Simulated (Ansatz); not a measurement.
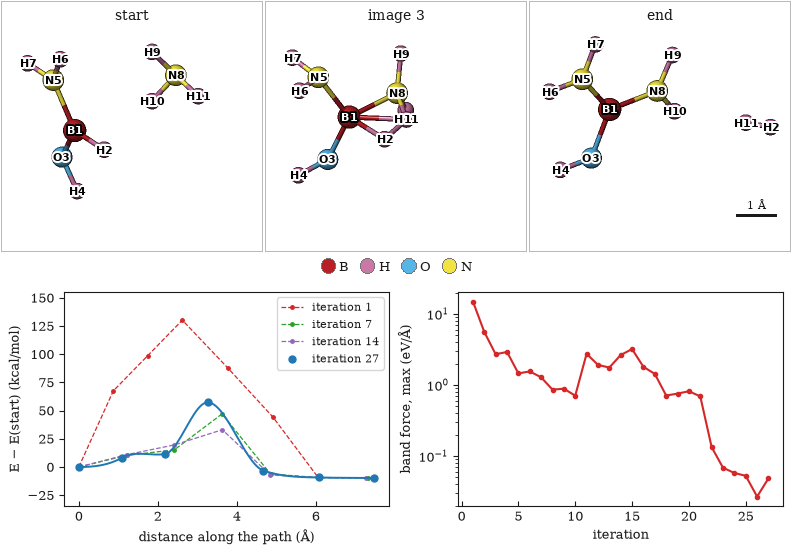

A nudged-elastic-band calculation for BN$_{2}$H$_{7}$O, made up at the start of BNH4O and NH3. Images are numbered from 0 (start) to 6 (end). The plot follows the band through its iterations. A ball-and-stick model, seen at a tilt.

Method: RHF/def2-SVP (Ansatz 0.2.0). Settings: 5 movable images; climbing image; force threshold 0.05 eV/Å; iteration limit 60; starting path through a guess of the saddle point.

Q: How did the profile develop, and is the result final?

A: The result is final at these settings. The band converged in 27 iterations. The largest component of the band force went from 15 to 0.049 eV/Å. The climbing image converged on the top of the path. Its vibrational analysis gives one imaginary mode (1892i cm⁻¹), as a transition state must have. The first iteration put the highest image at 130.2 kcal/mol. Forward barrier 57.3 kcal/mol, backward barrier 67.0 kcal/mol, with image 3 at the top; the reaction energy is −9.7 kcal/mol.

Limits of the set-up: the start holds two separate molecules, 3.0 Å apart at their closest, whose relative position is a soft coordinate and is computed without a dispersion correction; Hartree-Fock leaves out electron correlation.

Cost: 2.4 min on 1 thread of Arm Neoverse V2 (shared host), peak memory 0.16 GiB.
